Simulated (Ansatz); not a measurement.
**CH$_{4}$BClF$_{2}$SiSn (SMILES F[B](Cl)[SnH]1[SiH2][CH]1F): density, localisation and related maps**

Input file:

```
crystal:
  periodic: [false, false, false]
  atoms:
    - { symbol: F, position_ang: [-2.2734, -2.0628, 1.9676] }
    - { symbol: B, position_ang: [-1.6942, -0.8183, 1.464] }
    - { symbol: Cl, position_ang: [-1.8128, 0.742, 2.4342] }
    - { symbol: Sn, position_ang: [-0.5026, -0.8404, -0.4549] }
    - { symbol: Si, position_ang: [1.8366, 0.0251, -0.3363] }
    - { symbol: C, position_ang: [0.372, 1.0572, -0.7316] }
    - { symbol: F, position_ang: [0.3953, 1.4423, -2.0489] }
    - { symbol: H, position_ang: [-1.3328, -1.2415, -1.9636] }
    - { symbol: H, position_ang: [2.6591, -0.3581, -1.4268] }
    - { symbol: H, position_ang: [2.3136, 0.1674, 1.0893] }
    - { symbol: H, position_ang: [0.1045, 1.8301, 0.0275] }
basis:
  gaussian: { orbitals: def2-SVP }
hamiltonian:
  xc: hf
relax:
  f_tol: 0.015
  max_steps: 40
output:
  orbitals: {}
```

Launched as:

```sh
ansatz run input.yaml --threads 2 --pin off --max-ram 3072MiB --backend cpu --events-out ev --progress --plain --runs-dir out
```

The fields are those of the relaxed geometry.

Core potentials replace the inner electrons of Sn.

These are results of RHF/def2-SVP in Ansatz, not measurements.

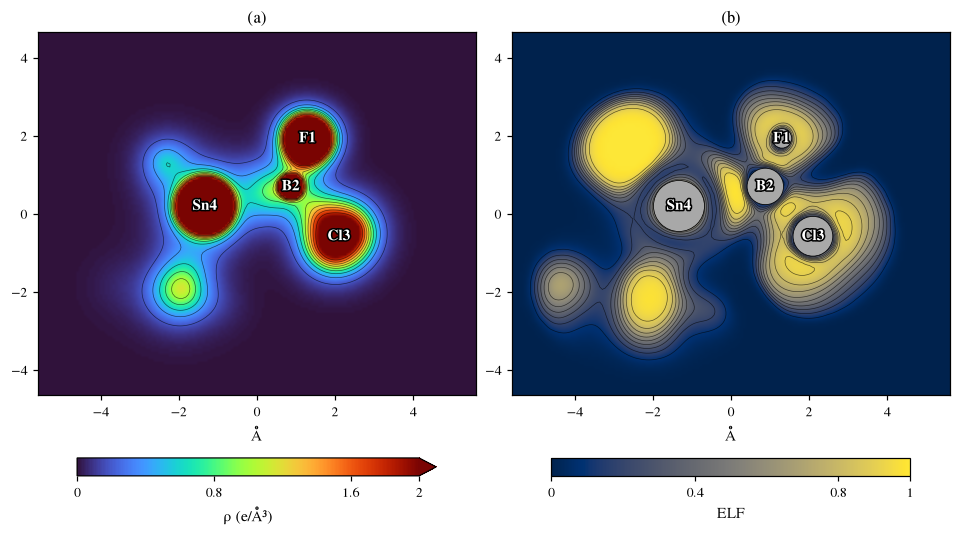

Figure 1. (a) electron density; (b) electron localisation function on the plane of atoms F1, B2 and Sn4. Grey discs cover the atomic cores in the ELF map.

What does the map show?

Answer. Atoms in the plane: F, B, Cl and Sn. B–F (1.30 Å): ρ at the midpoint is about 2.3 e/Å³; the ELF peaks at about 0.85 between the atoms: a polar covalent bond. B–Cl (1.77 Å): ρ at the midpoint is about 1.3 e/Å³; the ELF peaks at about 0.95 between the atoms (a shared but strongly polarised pair). Sn–B (2.27 Å): ρ is about 0.63 e/Å³ halfway; the ELF peaks at about 1 in the valence shell of B, 0.8 Å from its nucleus, and drops to about 0.20 between the two atoms. The ELF also peaks beside Cl3 and F1, away from the bonds: lone-pair regions.

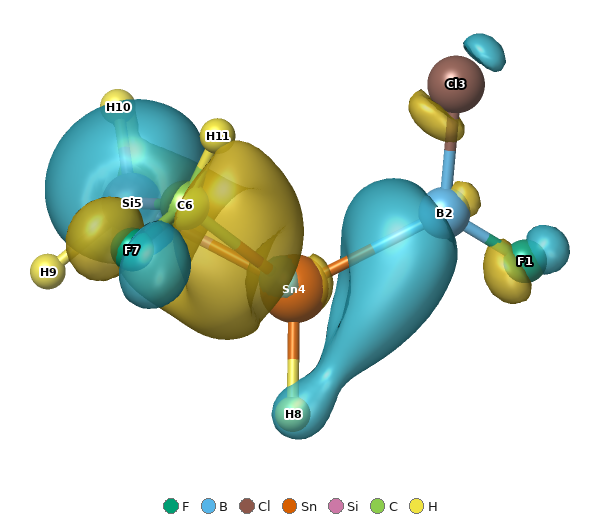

Figure 2. The HOMO−1 at ±0.1 Å⁻³ᐟ² (yellow and cyan are the two phases), seen across its widest extent.

What is the character of this orbital?

Answer. By Hirshfeld shares it lies mainly on C6 (about 30 %), Si5 (about 25 %), Sn4 (about 20 %), B2 (about 10 %) and F7 (about 10 %). Its energy is −10.02 eV.

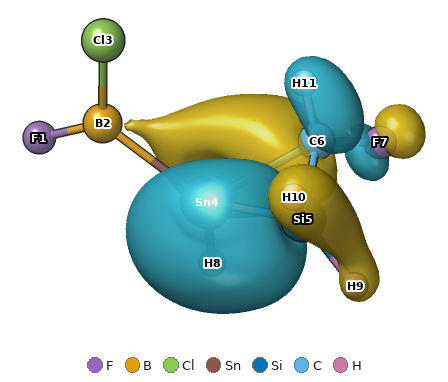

Figure 3. The HOMO at ±0.1 Å⁻³ᐟ² (yellow and cyan are the two phases), seen at an oblique angle.

Where does this orbital lie, and at what energy?

Answer. It lies mainly on Sn4 (about 40 %), Si5 (about 25 %) and C6 (about 15 %). Its energy is −8.56 eV.
